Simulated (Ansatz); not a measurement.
```sh
ansatz run in.yaml --threads 2 --pin off --events-out ev --progress --plain --max-ram 4352MiB
```

```yaml
crystal:
  periodic: [false, false, false]
  atoms:
    - {symbol: F, position_ang: [-2.151157, -0.505694, -0.055810]}
    - {symbol: Si, position_ang: [-0.916077, 0.510501, -0.124132]}
    - {symbol: B, position_ang: [0.645491, 0.413171, 0.930293]}
    - {symbol: C, position_ang: [0.713334, -0.661595, -0.094697]}
    - {symbol: H, position_ang: [-1.260237, 1.444376, -1.223227]}
    - {symbol: H, position_ang: [1.489917, 1.124627, 1.364162]}
    - {symbol: H, position_ang: [1.619535, -0.938967, -0.630300]}
    - {symbol: H, position_ang: [-0.048606, -1.443619, -0.222089]}
basis:
  gaussian: {orbitals: def2-TZVPP}
hamiltonian: {xc: {name: PBE-QIDH}}
```

What structure does this define?

Formula CH₄BFSi. SMILES: `F[Si@H]1BC1`. Independent rings (smallest set): 1 of 3 members. Among its groups: Si–H bond, B–H bond. The point group is C1.

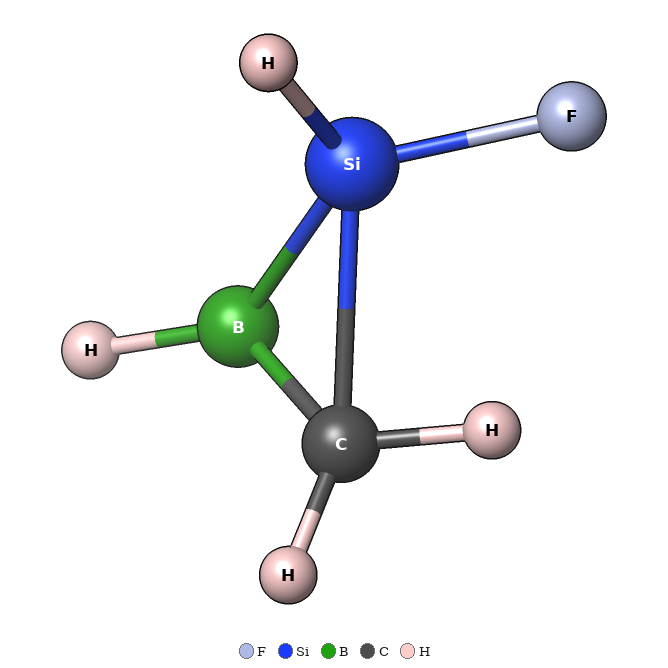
